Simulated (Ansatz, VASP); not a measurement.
# GeTe4PbAu2 in two plane-wave programs

One calculation is typed for both programs; each brings its own data sets and cutoff. How far apart do they land? The cell is invented: As first built, before any earlier steps moved the atoms: it takes the ZnCu2GeTe4 structure with some of its atoms replaced by other elements, volume scaled by an estimate. It may not be a known or stable phase. The cell comes out of the VASP series on this material, whose earlier steps may have relaxed, scaled or displaced it; both programs get it as it stands.

Calculated with Ansatz 0.2.0; plane waves, with VASP 6.6.1 beside it; single point at PBE and single point at PBEsol.

### Step 1. Starting point

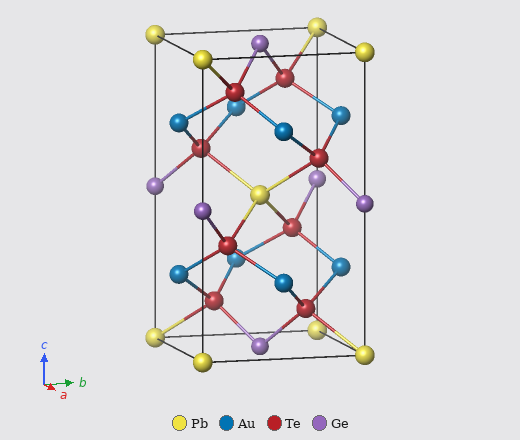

Start, viewed slightly off an axis; lead yellow, gold blue, tellurium red, germanium purple. This picture shows the conventional cell, with its axes. Bonds to atoms that aren't drawn are left out. Some periodic images of atoms are drawn too.

As a file:

```xyz
8
Lattice="-3.3744 3.3744 6.1233 3.3744 -3.3744 6.1233 3.3744 3.3744 -6.1233" Properties=species:S:1:pos:R:3 pbc="T T T"
Pb    0.0000    0.0000    0.0000
Au    0.0000    3.3744    3.0616
Au    3.3744    0.0000    3.0616
Te    1.9001    1.9001    1.6873
Te   -1.4743    1.4743    4.4360
Te    1.4743   -1.4743    4.4360
Te    1.4743    1.4743    7.8105
Ge    0.0000    0.0000    6.1233
```

### Step 2. VASP: single point, PBE

A single point gives forces, pressure and levels at one fixed geometry, so differences don't come from the geometry; what else differs is listed under the comparison.

Lines of VASP's logs that name or quote its potential files are left out, and so is its time.

The input, INCAR:

```
SYSTEM = GeTe4PbAu2
PREC = Accurate
ENCUT = 410
EDIFF = 1E-06
NELM = 100
ISMEAR = -1
SIGMA = 0.05
LREAL = .FALSE.
ALGO = Normal
GGA = PE
LORBIT = 11
LWAVE = .FALSE.
LCHARG = .FALSE.
KPAR = 4
ISIF = 2
```

The input, POSCAR:

```
GeTe4PbAu2
1.0
   -3.3744208144      3.3744208144      6.1232661712
    3.3744208144     -3.3744208144      6.1232661712
    3.3744208144      3.3744208144     -6.1232661712
Pb Au Te Ge
1 2 4 1
Direct
    0.0000000000      0.0000000000      0.0000000000
    0.7500000000      0.2500000000      0.5000000000
    0.2500000000      0.7500000000      0.5000000000
    0.4193194759      0.4193194759      0.5630877432
    0.5806805241      0.1437682673      0.0000000000
    0.1437682673      0.5806805241      0.0000000000
    0.8562317327      0.8562317327      0.4369122568
    0.5000000000      0.5000000000      0.0000000000
```

The input, KPOINTS:

```
Automatic mesh
0
Gamma
5 5 5
0 0 0
```

Potentials, in the order of the species: Pb_d, Au, Te and Ge_d (PBE family, release 64).

Command:

```bash
mpirun -np 4 vasp_std
```

Numbers of over 12 decimals in the logs are rounded to 6 here.

Output:

```text
[banner, memory and clock lines left out]
running    4 mpi-ranks, on    1 nodes
 distrk:  each k-point on    1 cores,    4 groups
 distr:  one band on    1 cores,    1 groups

 POSCAR found type information on POSCAR PbAuTeGe
 POSCAR found :  4 types and       8 ions
 LDA part: xc-table for (Slater+PW92), standard interpolation
 POSCAR, INCAR and KPOINTS ok, starting setup
 FFT: planning ... GRIDC
 FFT: planning ... GRID_SOFT
 FFT: planning ... GRID
 WAVECAR not read
 entering main loop
       N       E                     dE             d eps       ncg     rms          rms(c)
DAV:   1     0.588083765093E+03    0.58808E+03   -0.27993E+04  1936   0.169E+03
DAV:   2     0.518169205019E+02   -0.53627E+03   -0.52034E+03  1704   0.489E+02
DAV:   3    -0.238757865263E+02   -0.75693E+02   -0.73987E+02  1960   0.148E+02
DAV:   4    -0.280895959454E+02   -0.42138E+01   -0.41847E+01  1888   0.397E+01
DAV:   5    -0.282873435186E+02   -0.19775E+00   -0.19755E+00  2360   0.867E+00    0.132E+01
DAV:   6    -0.276672920414E+02    0.62005E+00   -0.31479E+00  1820   0.115E+01    0.972E+00
DAV:   7    -0.276512856529E+02    0.16006E-01   -0.51071E-01  2012   0.346E+00    0.434E+00
DAV:   8    -0.276486579631E+02    0.26277E-02   -0.56693E-02  2120   0.115E+00    0.991E-01
DAV:   9    -0.276490074880E+02   -0.34952E-03   -0.15655E-02  2024   0.918E-01    0.247E-01
DAV:  10    -0.276495495956E+02   -0.54211E-03   -0.16029E-03  1916   0.203E-01    0.122E-01
DAV:  11    -0.276497593234E+02   -0.20973E-03   -0.52828E-04  1832   0.151E-01    0.357E-02
DAV:  12    -0.276498104749E+02   -0.51152E-04   -0.99959E-05  1752   0.651E-02    0.240E-02
DAV:  13    -0.276498247668E+02   -0.14292E-04   -0.25141E-05  1612   0.231E-02    0.569E-03
DAV:  14    -0.276498255475E+02   -0.78065E-06   -0.16896E-06  1396   0.717E-03
   1 F= -.27649826E+02 E0= -.27640784E+02  d E =-.180834E-01
```

From OUTCAR (step 2):

```text
ion  position               nearest neighbor table
   1  0.000  0.000  0.000-   5 3.17   6 3.17   4 3.17   7 3.17
   2  0.750  0.250  0.500-   7 2.77   6 2.77   5 2.77   4 2.77
   3  0.250  0.750  0.500-   7 2.77   5 2.77   6 2.77   4 2.77
   4  0.419  0.419  0.563-   8 2.68   3 2.77   2 2.77   1 3.17
   5  0.581  0.144  0.000-   8 2.68   2 2.77   3 2.77   1 3.17
   6  0.144  0.581  0.000-   8 2.68   3 2.77   2 2.77   1 3.17
   7  0.856  0.856  0.437-   8 2.68   3 2.77   2 2.77   1 3.17
   8  0.500  0.500  0.000-   4 2.68   5 2.68   6 2.68   7 2.68

  LATTYP: Found a body centered tetragonal cell.
 ALAT       =     6.7488416288
 C/A-ratio  =     1.8146124944

 Subroutine GETGRP returns: Found  8 space group operations
 (whereof  8 operations were pure point group operations)

The static configuration has the point symmetry D_2d.

 Found     18 irreducible k-points:

   k-points           NKPTS =     18   k-points in BZ     NKDIM =     18   number of bands    NBANDS=     44

   dimension x,y,z NGX =    54 NGY =   54 NGZ =   54
   dimension x,y,z NGXF=   108 NGYF=  108 NGZF=  108

   ENCUT  =  410.0 eV  30.13 Ry    5.49 a.u.  12.82 12.82 12.82*2*pi/ulx,y,z

   NELECT =      74.0000    total number of electrons

 k-points in reciprocal lattice and weights: Automatic mesh
   0.00000000  0.00000000  0.00000000       0.008
   0.20000000  0.00000000 -0.00000000       0.064
   0.40000000  0.00000000 -0.00000000       0.064
   0.20000000  0.20000000 -0.00000000       0.064
   0.40000000  0.20000000 -0.00000000       0.128
  -0.40000000  0.20000000 -0.00000000       0.128
  -0.20000000  0.20000000  0.00000000       0.032
   0.40000000  0.40000000 -0.00000000       0.064
  -0.40000000  0.40000000  0.00000000       0.032
[...]
-0.40000000  0.40000000  0.40000000       0.032
  -0.40000000 -0.40000000  0.40000000       0.016

 average (electrostatic) potential at core
       1 -93.4272       2 -68.8692       3 -68.8692       4 -90.3670       5 -90.3670
       6 -90.3670       7 -90.3670       8 -75.6222

 E-fermi :   4.3298

 k-point     1 :       0.0000    0.0000    0.0000
  band No.  band energies     occupation
    ...
     33       2.4586      2.00000
     34       2.4732      2.00000
     35       4.1178      1.97162
     36       4.1178      1.97162
     37       4.1348      1.96030
     38       4.4213      0.27659
     39       5.0730      0.00000
     40       6.1774      0.00000
     41       6.5910      0.00000
     42       6.5910      0.00000
    ...

 k-point     2 :       0.2000    0.0000   -0.0000
  band No.  band energies     occupation
    ...
     33       2.2150      2.00000
     34       2.8043      2.00000
     35       3.6345      2.00000
     36       3.9029      1.99961
     37       3.9981      1.99737
     38       4.7848      0.00022
     39       5.3965      0.00000
     40       6.2510      0.00000
     41       6.5125      0.00000
     42       6.7908      0.00000
    ...

 k-point     3 :       0.4000    0.0000   -0.0000
  band No.  band energies     occupation
    ...
     33       2.4156      2.00000
     34       2.8138      2.00000
     35       3.0899      2.00000
     36       3.5418      2.00000
     37       4.2648      1.57207
     38       4.9843      0.00000
     39       6.0113      0.00000
     40       6.2056      0.00000
     41       6.5235      0.00000
     42       6.7153      0.00000
    ...

  Total        0.0381384      0.0381384     -0.0319923      0.0000000      0.0000000      0.0000000
  in kB        0.2190944      0.2190944     -0.1837869      0.0000000      0.0000000      0.0000000
  external PRESSURE =       0.0848006 kB  Pullay stress =       0.0000000 kB

  energy-cutoff  :      410.00
  volume of cell :      278.90
      direct lattice vectors                 reciprocal lattice vectors
    -3.374420814  3.374420814  6.123266171     0.000000000  0.148173576  0.081655768
     3.374420814 -3.374420814  6.123266171     0.148173576  0.000000000  0.081655768
     3.374420814  3.374420814 -6.123266171     0.148173576  0.148173576  0.000000000

 POSITION                                       TOTAL-FORCE (eV/Angst)
 -----------------------------------------------------------------------------------
      0.00000      0.00000      0.00000        -0.000000      0.000000      0.000000
      0.00000      3.37442      3.06163        -0.000000      0.000000      0.000000
      3.37442      0.00000      3.06163        -0.000000     -0.000000      0.000000
      1.90010      1.90010      1.68727         0.001990      0.001990      0.006168
     -1.47433      1.47433      4.43599         0.001990     -0.001990     -0.006168
      1.47433     -1.47433      4.43599        -0.001990      0.001990     -0.006168
      1.47433      1.47433      7.81054        -0.001990     -0.001990      0.006168
      0.00000      0.00000      6.12327         0.000000      0.000000      0.000000
 -----------------------------------------------------------------------------------
    total drift:                                0.000001      0.000001     -0.000001

  FREE ENERGIE OF THE ION-ELECTRON SYSTEM (eV)
  ---------------------------------------------------
  free  energy   TOTEN  =       -27.6498255475 eV

  energy  without entropy=      -27.6317421375  energy(sigma->0) =      -27.64078384

 total charge
# of ion       s       p       d       tot
------------------------------------------
    1        1.467   0.589   9.816  11.872
    2        0.547   0.308   8.807   9.662
    3        0.547   0.308   8.807   9.662
    4        1.378   1.925   0.042   3.345
    5        1.378   1.925   0.042   3.345
    6        1.378   1.925   0.042   3.345
    7        1.378   1.925   0.042   3.345
    8        1.181   1.011  10.031  12.222
--------------------------------------------------
tot          9.254   9.916  37.630  56.800

[... 3 further parts left out ...]
```

The run ends at a pressure of 0.01 GPa, with forces up to 0.0068 eV/Å.

### Step 3. Ansatz: single point, PBE

Ansatz runs on its default PAW (the set named soft_2) files.

The same cell, functional, mesh and smearing now go to Ansatz, which takes its cutoff from its data sets.

The input, input.yaml:

```yaml
crystal:
  lattice:
    - [-3.3744208144, 3.3744208144, 6.1232661712]
    - [3.3744208144, -3.3744208144, 6.1232661712]
    - [3.3744208144, 3.3744208144, -6.1232661712]
  atoms:
    - { symbol: Pb, position: [0.0, 0.0, 0.0] }
    - { symbol: Au, position: [0.75, 0.25, 0.5] }
    - { symbol: Au, position: [0.25, 0.75, 0.5] }
    - { symbol: Te, position: [0.4193194759, 0.4193194759, 0.5630877432] }
    - { symbol: Te, position: [0.5806805241, 0.1437682673, 0.0] }
    - { symbol: Te, position: [0.1437682673, 0.5806805241, 0.0] }
    - { symbol: Te, position: [0.8562317327, 0.8562317327, 0.4369122568] }
    - { symbol: Ge, position: [0.5, 0.5, 0.0] }
hamiltonian:
  xc: pbe
  pseudopotentials: { kind: paw }
kpoints:
  mp_grid: { grid: [5, 5, 5] }
scf:
  occupations: { method: fermi_dirac, width: 0.05 }
  n_extra_bands: 6
output:
  forces: true
  stress: true
  eigenvalues: true
```

Command:

```bash
ansatz run input.yaml --threads 4 --pin off --max-ram 9216MiB --backend cpu --events-out ev --progress --plain --runs-dir out
```

Output:

```text
scf.n_extra_bands = 6 over 65 filled bands (N_el = 130.0): the run solves 71 bands
Engine: ansatz 0.2.0, aarch64-unknown-linux-gnu
Pseudopotentials: kind: paw
Pseudopotential: Pb, paw, valence charge 14, recommended cutoff 420 eV (normal), Pb.paw.azcp
Pseudopotential: Au, paw, valence charge 19, recommended cutoff 420 eV (normal), Au.paw.azcp
Pseudopotential: Te, paw, valence charge 16, recommended cutoff 420 eV (normal), Te.paw.azcp
Pseudopotential: Ge, paw, valence charge 14, recommended cutoff 420 eV (normal), Ge.paw.azcp
Functional definition: PBE
  parameter kappa = 0.804
  parameter beta = 0.066725
  exchange = pbe_x(kappa = kappa, mu = beta*pi^2/3)
  correlation = pbe_c(beta = beta)
Crystal: 8 atoms, lattice volume = 278.896 Å³
Basis set: ecut = 420 eV, 5445 PW (Γ), exchange–correlation on 108×108×108 points (8 copies of the dense FFT grid, shifted against one another)
Bands: 71, of which v1, the nominal top of the filled ones, is band 65 counted from 1 (64 counted from 0)
Symmetry: 8 space group operations
Space group: I-42m (ITA 121), of the structure as read, at distance tolerance 6.5e-5 Å
k-points: 18 of 125 (time reversal used)
Non-local potential: Pb, projectors of the file, l = 0: 2, l = 1: 2, l = 2: 2, l = 3: 2
Non-local potential: Au, projectors of the file, l = 0: 3, l = 1: 2, l = 2: 2, l = 3: 1
Non-local potential: Te, projectors of the file, l = 0: 2, l = 1: 2, l = 2: 2, l = 3: 2
Non-local potential: Ge, projectors of the file, l = 0: 2, l = 1: 2, l = 2: 3, l = 3: 1
PAW form: soft (Blöchl's): semilocal exchange-correlation on the pseudo side does not see the compensation charge
PAW one-centre angular grid: Pb, 590 points (default); XC on 64 Gauss nodes
PAW one-centre angular grid: Au, 590 points (default); XC on 64 Gauss nodes
PAW one-centre angular grid: Te, 590 points (default); XC on 64 Gauss nodes
PAW one-centre angular grid: Ge, 590 points (default); XC on 64 Gauss nodes
Initial density: superposition of atomic densities (neutral atoms: chi_scale 0, normalization atom), corrected by the library's trained network
Initial wavefunctions: pseudopotential atomic-orbital guess
Functional: x = pbe(κ = 0.804, μ = 0.219515), c = pbe(β = 0.066725)
SCF iter   1: F=—  HF=-70420.412170 eV  |F-HF|=—  |Δ(HF+E_count)|=         —  Δρ=2.80e-3  dr2=2.72e-2  ethr=1.77e-3  ⟨swp⟩=6.0  Hψ=4923  notcnv=0
preconditioner: auto → LDOS  [metal: Δε(μ)=0.022 eV  Ē_g=8.570 eV  σ=0.050 eV  W_gap=0.11  n_scr=60 (ndim 8)  ℏωp=17.8 eV  f_vac=0.150  D(μ)=2.10/eV (n_scr^D=10)  β→1.0]
SCF iter   2: F=—  HF=-70420.414433 eV  |F-HF|=—  |Δ(HF+E_count)|=   2.26e-3  Δρ=1.59e-3  dr2=1.47e-2  ethr=2.09e-5  ⟨swp⟩=3.0  Hψ=3483  notcnv=0  defer=5
SCF iter   3: F=—  HF=-70420.411388 eV  |F-HF|=—  |Δ(HF+E_count)|=   3.05e-3  Δρ=4.40e-4  dr2=9.30e-4  ethr=1.13e-5  ⟨swp⟩=3.0  Hψ=2617  notcnv=0  defer=5
SCF iter   4: F=—  HF=-70420.411258 eV  |F-HF|=—  |Δ(HF+E_count)|=   1.30e-4  Δρ=9.27e-5  dr2=2.83e-5  ethr=7.16e-7  ⟨swp⟩=2.0  Hψ=2302  notcnv=0  defer=5
SCF iter   5: F=—  HF=-70420.411157 eV  |F-HF|=—  |Δ(HF+E_count)|=   1.00e-4  Δρ=3.61e-5  dr2=4.84e-6  ethr=2.18e-8  ⟨swp⟩=2.0  Hψ=2425  notcnv=0  defer=5
SCF iter   6: F=—  HF=-70420.411158 eV  |F-HF|=—  |Δ(HF+E_count)|=   8.49e-8  Δρ=7.75e-6  dr2=1.79e-7  ethr=3.73e-9  ⟨swp⟩=2.0  Hψ=2306  notcnv=0  defer=5
SCF iter   7: F=-70420.411158 eV  HF=-70420.411158 eV  |F-HF|=6.77e-9  |Δ(HF+E_count)|=   2.22e-7  Δρ=2.04e-6  dr2=1.17e-8  ethr=7.69e-11  ⟨swp⟩=7.1  Hψ=5401  notcnv=0
SCF 1 converged in 7 iterations: F = -70420.411158 eV  dr2 = 1.17e-8
  greatest PAW one-centre occupation: 1.000 electrons in one spin orbital (limit 2), on the Au atom at site 2 (counted from 0), in its partial waves of l = 0
SCF converged after 7 iterations
Free energy (F): -70420.411158 eV
Harris-Foulkes:  -70420.411158 eV  (|F-HF|=6.77e-9)
Internal energy: -70420.393115 eV  (E = F + TS)
E sigma→0 (E₀):  -70420.402136 eV
Entropy (-TS):   -0.018043 eV (-2.255 meV/atom)
Fermi energy:    7.758874 eV
--- Per-component energies (eV) ---
  E_band       = -2251.742895
  E_kinetic    = 2327.097529
  E_local      = -16212.284871  (includes V_loc(G=0)·N_el)
  E_nonlocal   = -325.223367
  E_hartree    = 8002.962171
  E_xc         = -1245.924063
  E_vxc        = -1158.729173  (∫ρ·V_xc dr)
  E_paw        = -50487.153213  (= ΣΔE_a)
  E_vpaw       = -2888.529952  (= ΣTr[D̂ρ^β])
  E_aug_tail   = 0.002352  (compensation charges beyond the density's cutoff)
  E_ewald      = -12479.869653
  E_smearing   = -0.018043  (= −TS)
  E_closure    = -0.000000  (closes the sum)
  Σ components = -70420.411158   (vs F -70420.411158, Δ=0.00e0)
--- Forces (eV/Å), atoms counted from 1 ---
  atom   1  Pb    -0.00000000     0.00000000     0.00000000
  atom   2  Au     0.00000000    -0.00000000    -0.00000000
  atom   3  Au     0.00000000     0.00000000    -0.00000000
  atom   4  Te     0.00534032     0.00534032    -0.00574140
  atom   5  Te     0.00534032    -0.00534032     0.00574140
  atom   6  Te    -0.00534032     0.00534032     0.00574140
  atom   7  Te    -0.00534032    -0.00534032    -0.00574140
  atom   8  Ge     0.00000000    -0.00000000     0.00000000
  max |Σ_I F_I| component: 1.30e-17 eV/Å
--- Stress (GPa, compression-positive) ---
        0.122085       0.000000      -0.000000
        0.000000       0.122085      -0.000000
        0.000000      -0.000000       0.060053
  P = ⅓ Tr σ = 0.1014 GPa (1.014 kbar)
--- Band table (eV; the first three rows and the last of 18) ---
  k-point 0: bands = [... 61 lower, 5.9041, 7.5464, 7.5464, 7.5648, 7.8525, 8.5039, 9.6057, 10.0220, ... 2 higher]
  k-point 1: bands = [... 61 lower, 6.4937, 6.9167, 7.2511, 7.3936, 8.1163, 9.0522, 9.9734, 9.9996, ... 2 higher]
  k-point 2: bands = [... 61 lower, 6.5635, 6.6024, 7.0361, 7.2566, 7.8077, 9.0926, 9.6003, 10.1891, ... 2 higher]
  k-point 17: bands = [... 61 lower, 6.2039, 6.3872, 6.8682, 7.4286, 8.6163, 8.7267, 9.2689, 9.4747, ... 2 higher]
```

It took 11 s on 4 threads of Arm Neoverse V2, shared host; peak memory 0.91 GiB.

The run ends at a pressure of 0.10 GPa, with forces up to 0.0095 eV/Å.

### Step 4. Comparison

Known differences besides the PAW data sets themselves: the data sets hold 130 valence electrons in Ansatz (default PAW (the set named soft_2) files) and 74 in VASP; the cutoff is 420 eV in Ansatz and 410 eV in VASP; VASP leaves aspherical gradient terms in its spheres out (LASPH is not set), Ansatz keeps them. Total energies have different zeros and are not compared.

Both answers:

```
      quantity  Ansatz  VASP  difference
pressure (GPa)    0.10  0.01       +0.09
```

At this near-relaxed geometry the largest component of a force difference is 12 meV/Å. Ansatz's pressure holds a Pulay correction of 0.03 GPa; VASP's holds none.

(Part 1 of 2 ends here.)

[Lines on the potential files, build, host, timing and source positions are cut from VASP's logs without a mark.]

[Logs are printed without paths, hosts, clocks, repeated set-up lines and the standing remarks that a program may print on its own settings, such as how far it seeks lower states.]

[Hosts, paths, dates, database ids (printed as entryN), source tags and the programs' standing remarks are cut or masked in the printed files.]
